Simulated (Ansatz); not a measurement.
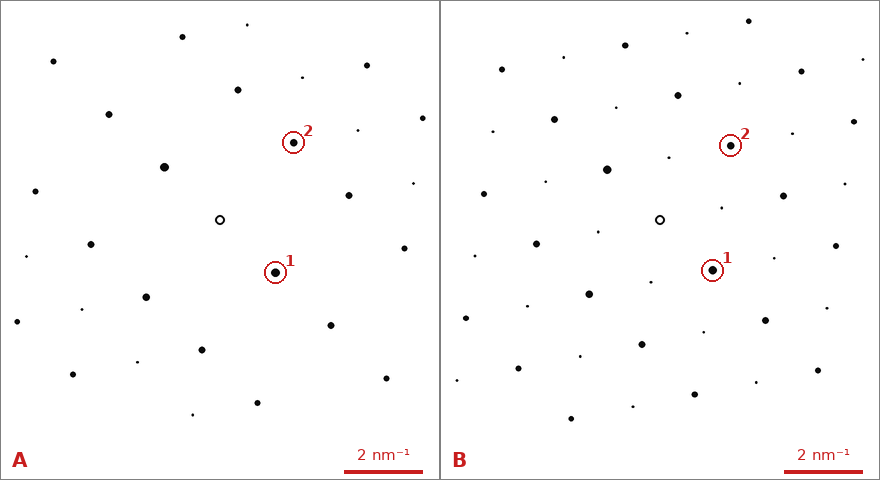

Kinematic electron diffraction patterns (120 kV, B = 0.5 Å², same scale) along [100] of the run's own cell, for the start and the end of one relaxation of Cs2H with DFT PBE, scalar-relativistic, plane waves, PAW in Ansatz 0.2.0. k mesh 10×10×10. The start is a generated model structure, and the relaxation ends in the nearest stationary point of its symmetry, not necessarily the ground state. Spot 1 is 0 0 -1 and spot 2 is 0 2 -1 in both.

Start structure:

```yaml
crystal:
  lattice:
    - [-3.56550, 3.56550, 5.20240]
    - [3.56550, -3.56550, 5.20240]
    - [3.56550, 3.56550, -5.20240]
  atoms:
    - { symbol: Cs, position: [0.74677, 0.74677, 0.00000] }
    - { symbol: Cs, position: [0.25323, 0.25323, 0.00000] }
    - { symbol: H, position: [0.00000, 0.00000, 0.00000] }
```

Which pattern belongs to the start structure, and which to the relaxed one?

A is the start: its cell gives d(1) = 5.042 Å, d(2) = 3.621 Å and an angle of 90.0°. B is the relaxed structure, with d(1) = 5.310 Å (+5.3 %), d(2) = 3.767 Å (+4.1 %) and 90.0°.

Summarise the relaxation behind the change.

The volume changed by +14.0 % to 100.49 Å³ an atom; with the mean shift removed, the atoms moved by up to 0.07 Å relative to the cell (Cs most); the space group stayed I4/mmm (No. 139); the free energy fell by 4.2 meV an atom. Relaxed cell: a = 7.535 Å, b = 7.535 Å, c = 7.535 Å, α = 120.23°, β = 120.23°, γ = 89.61°.
